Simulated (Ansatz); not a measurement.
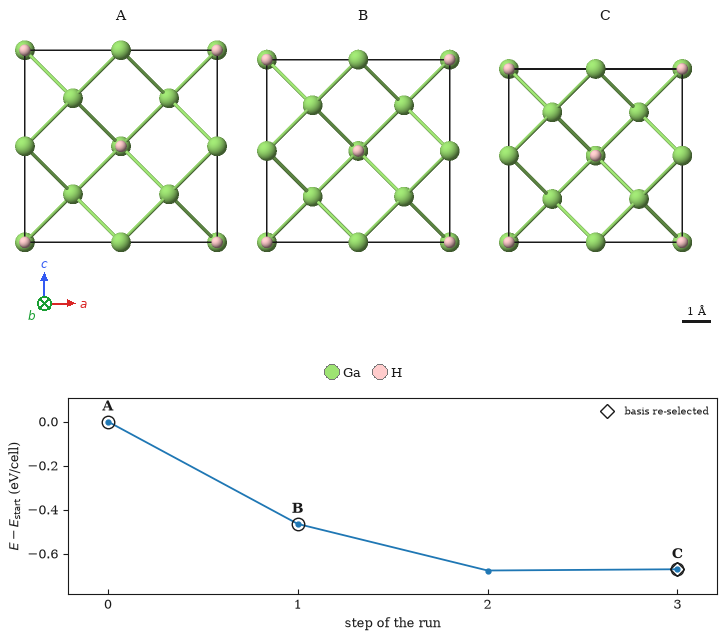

Frames of a relaxation of crystalline Ga$_{3}$H (a generated structure, set up in Fm-3m) (coarse preliminary run), marked on the history of the run. Style: ball-and-stick. Shown: the conventional cell (4 times the calculation's cell), along the b axis. Lengths and directions refer to the drawn axes.

Computed with DFT PBE, scalar-relativistic, plane waves, PAW in Ansatz.

Input
```yaml
crystal:
  lattice:
    - [0.0, 3.45494472, 3.45494472]
    - [3.45494472, 0.0, 3.45494472]
    - [3.45494472, 3.45494472, 0.0]
  atoms:
    - { symbol: Ga, position: [0.25, 0.25, 0.25] }
    - { symbol: Ga, position: [0.5, 0.5, 0.5] }
    - { symbol: Ga, position: [0.75, 0.75, 0.75] }
    - { symbol: H, position: [0.0, 0.0, 0.0] }
basis:
  ecutwfc: 420
kpoints:
  mp_grid: { grid: [4, 4, 4] }
hamiltonian:
  xc: pbe
scf:
  occupations: { method: gaussian, width: 0.1 }
  lower_state_search: "off"
output:
  forces: true
  stress: true
  eigenvalues: true
relax:
  adjacent_minimum: "off"
  f_tol: 0.04
  max_steps: 70
  cell: { stress_tol: 0.4 }
```

Command:
```bash
ansatz run input.yaml --threads 1 --pin off --max-ram 2048MiB --backend cpu --events-out ev --progress --plain --runs-dir out
```

> Describe the path.

No atom moves by more than 0.005 Å relative to the cell. The volume changes by −26.5 %, with a = b = c 6.910 → 6.236 Å (−9.7 %). Near-neighbour distances that change, for instance: Ga1–Ga2 2.992 → 2.700 Å. The space group stays Fm-3m (No. 225). After 2 accepted moves (3 points after the start) the energy has fallen by 0.671 eV per cell of the calculation. All forces vanish by symmetry, so only the cell relaxes. Pressure: −7.42 GPa at the start and 0.18 GPa at the end. The SCF was repeated once at an unchanged geometry on a basis and grid sized afresh for the cell, which shifted the energy by 5.6 meV per cell of the calculation at most. The run took 4.4 s on 1 thread of Arm Neoverse V2, on a shared host, peak memory 0.32 GiB. From step 0 to 1: volume −13.9 %, energy −0.465 eV per cell of the calculation. From step 1 to 3: volume −14.6 %, energy −0.206 eV per cell of the calculation.

```json
{"step": "0", "E − E(0), meV/atom": "0.00", "pressure, GPa": "-7.42", "volume, Å³/atom": "20.620", "note": ""}
{"step": "1", "E − E(0), meV/atom": "-116.20", "pressure, GPa": "-5.19", "volume, Å³/atom": "17.749", "note": ""}
{"step": "2", "E − E(0), meV/atom": "-169.11", "pressure, GPa": "0.23", "volume, Å³/atom": "15.158", "note": ""}
{"step": "3", "E − E(0), meV/atom": "-167.70", "pressure, GPa": "0.18", "volume, Å³/atom": "15.158", "note": "same geometry, new basis"}
```
